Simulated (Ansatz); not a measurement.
**UPBE-QIDH/def2-TZVPPD run of NH2 (SMILES [NH2])**

Aim: the electronic atomisation energy of NH2 at UPBE-QIDH/def2-TZVPPD, from 3 runs. 

Program for the calculation: Ansatz 0.2.0.

34 further runs of the same task are left out: 34 set aside as unsound or not needed.

### 1 The structure to begin with

NH2: 3 atoms, total charge 0, spin state doublet. As SMILES, `[NH2]`. The coordinates come from a PBE0-D4/def2-TZVP relaxation.

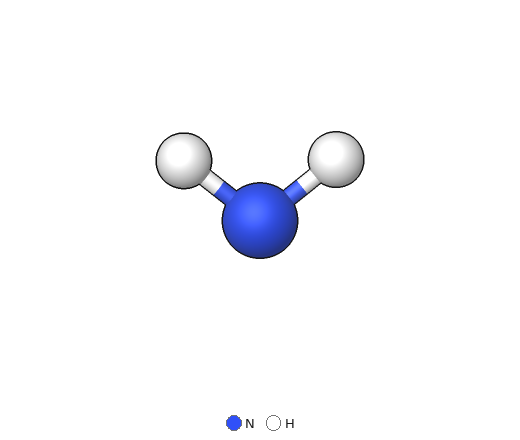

The structure, seen from a chosen angle (nitrogen blue, hydrogen white).

### 2 A single-point energy at UPBE-QIDH/def2-TZVPPD

File in.yaml:

```yaml
crystal:
  periodic: [false, false, false]
  atoms:
    - symbol: N
      position_ang: [0.337090, -0.200010, 0.166180]
    - symbol: H
      position_ang: [0.130750, 0.805920, 0.159430]
    - symbol: H
      position_ang: [-0.467840, -0.605900, -0.325600]
basis:
  gaussian: {orbitals: def2-TZVPPD.json}
accuracy: high
magnetization: {spin_polarized: true, initial_magnetization: 1}
output: {orbitals: {seedname: orbitals}}
hamiltonian: {xc: {name: PBE-QIDH}}
correlation: {frozen_orbitals: {H: 0, "N": 1}}
```

The basis set def2-TZVPPD is read from a file made from the Basis Set Exchange's data (not shown).

Launch:

```console
$ ansatz run in.yaml --threads 1 --pin off --max-ram 3480MiB --events-out events.jsonl --progress --plain --runs-dir runs
```

Standard output:

```text
Warning: RAYON_NUM_THREADS=1 ignored (pool sized by the plan → 1); use --threads N
Functional definition: PBE-QIDH
  name "PBE-QIDH"
  parameter a = 3^(-1/3)
  parameter c = 1/3
  exchange = (1 - a)*pbe_x + a*exact_x
  correlation = (1 - c)*pbe_c + c*(mp2_os + mp2_ss)
1087 factors; integrals over basis functions are off by at most 3.7e-9 eV
mean field evaluation 1: about -1516.3440 eV, gradient 1.6e1 eV
mean field evaluation 2: about -1516.3441 eV, gradient 1.6e1 eV
mean field evaluation 4: about -1517.3032 eV, gradient 9.9e-1 eV
mean field evaluation 8: about -1517.3096 eV, gradient 1.6e-2 eV
mean field evaluation 16: about -1517.3096 eV, gradient 7.5e-6 eV
mean field -1517.30958682 eV, -55.7600988462 hartree, gradient 3.6e-8 eV, S^2 0.756213; 0 other end points of the search recorded, 0 dependent functions left out
1 core orbitals not correlated: weight in the atoms' cores, before any rotation towards them, 1.000 or more for the frozen orbitals, at most 0.000 for the correlated occupied ones
reference -1517.30958764 eV, -55.7600988764 hartree; 4, 3 occupied and 66, 67 virtual orbitals, 1087 factors
second order -5.63037368 eV of doubles, -0.00000000 eV of singles
Total energy: -1519.18637887 eV, -55.8290696819 hartree
```

Wall time 2 s (1 thread of Intel Xeon Platinum 8375C at 2.90GHz (Ice Lake), shared host); peak memory 0.16 GiB.

### 3 The H atom at the same level

File molecule.yaml:

```yaml
crystal:
  periodic: [false, false, false]
  atoms:
    - symbol: H
      position_ang: [0.000000, 0.000000, 0.000000]
basis:
  gaussian: {orbitals: def2-TZVPPD.json}
magnetization: {spin_polarized: true, initial_magnetization: 1}
hamiltonian: {xc: {name: PBE-QIDH}}
correlation: {frozen_orbitals: {H: 0}}
accuracy: high
```

The basis set def2-TZVPPD is read from a file made from the Basis Set Exchange's data (not shown).

Run the same way, it converges to -0.50179 Eh (log not shown).

### 4 The N atom, same level

File job.yaml:

```yaml
crystal:
  periodic: [false, false, false]
  atoms:
    - {symbol: "N", position_ang: [0.000000, 0.000000, 0.000000]}
basis:
  gaussian:
    orbitals: def2-TZVPPD.json
hamiltonian:
  xc: {name: PBE-QIDH}
magnetization:
  spin_polarized: true
  initial_magnetization: 3
correlation:
  frozen_orbitals: {"N": 1}
accuracy: high
```

The basis set def2-TZVPPD is read from a file made from the Basis Set Exchange's data (not shown).

Run the same way, it converges to -54.54150 Eh (log not shown).

### 5 Outcome

Level: UPBE-QIDH/def2-TZVPPD, 1 core orbital frozen.

| quantity | value |
| --- | --- |
| molecule: total energy | -55.82907 Eh |
| molecule: HOMO energy (SCF part's orbitals) (highest over α and β) | -11.28 eV |
| molecule: LUMO energy (SCF part's orbitals) (lowest over α and β) | 0.26 eV |
| molecule: ⟨S²⟩ | 0.756 |
| H atom: total energy | -0.50179 Eh |
| H atom: ⟨S²⟩ | 0.750 |
| N atom: total energy | -54.54150 Eh |
| N atom: ⟨S²⟩ | 3.755 |
| electronic atomisation energy | 7.728 eV |

What this shows: Taking the molecule apart into free atoms costs 7.73 eV (178 kcal/mol), before zero-point energy and without spin-orbit coupling.
